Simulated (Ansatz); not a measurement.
System: H4O3Si···H2S.

The calculation's input:

```
crystal:
  periodic: [false, false, false]
  atoms:
    - { symbol: Si, position_ang: [-0.1585, -0.4172, -0.1241] }
    - { symbol: S, position_ang: [1.6607, 1.2793, 0.2949] }
    - { symbol: O, position_ang: [-0.2899, -0.8368, -1.6736] }
    - { symbol: O, position_ang: [-1.3917, -0.1603, 0.8988] }
    - { symbol: O, position_ang: [0.6088, -1.6889, 0.5356] }
    - { symbol: H, position_ang: [0.2181, 1.7509, -0.6702] }
    - { symbol: H, position_ang: [-0.5835, 1.2408, -0.9008] }
    - { symbol: H, position_ang: [1.1066, 1.7341, 1.4125] }
    - { symbol: H, position_ang: [0.16, -1.6309, -1.9628] }
    - { symbol: H, position_ang: [-2.0608, 0.493, 0.711] }
    - { symbol: H, position_ang: [0.7302, -1.764, 1.4788] }
basis:
  gaussian: { orbitals: def2-SVP }
hamiltonian:
  xc: pbe
  dispersion: d4
relax:
  f_tol: 0.15
  max_steps: 25
  restrain:
    - { distance: [0, 6], at: 1.42, k: 30.0 }
    - { distance: [5, 1], at: 1.36, k: 30.0 }
    - { distance: [0, 1], at: 3.46, k: 30.0 }
    - { distance: [5, 6], at: 1.92, k: 30.0 }
output:
  orbitals: {}
```

Run with:

```sh
ansatz run input.yaml --threads 2 --pin off --max-ram 3072MiB --backend cpu --events-out ev --progress --plain --runs-dir out
```

The fields are those of the run's last geometry, not of the input's.

Not at a stationary point (largest force 1.0 eV/Å).

Method: RKS PBE-D4/def2-SVP (Ansatz 0.2.0).

**Predict the electron density and electron localisation function between the atoms.**

Si–O (1.66 Å): ρ is about 1.1 e/Å³ halfway; the ELF peaks at about 0.85 between the atoms: a shared but strongly polarised pair.
O–H (0.97 Å): ρ at the midpoint is about 3.5 e/Å³; the ELF climbs to about 1 towards the hydrogen, as it does in any bond to H (an ordinary covalent bond to hydrogen).

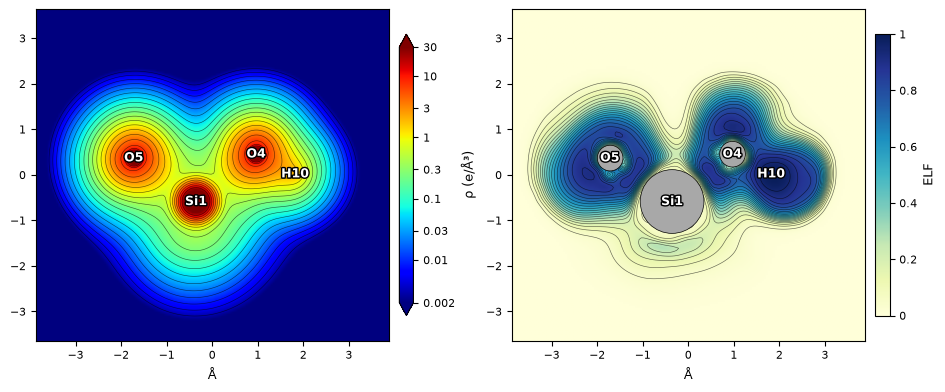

Computed electron density and electron localisation function on the plane of atoms O4, Si1 and O5, in this order. Grey discs cover the atomic cores in the ELF map. 
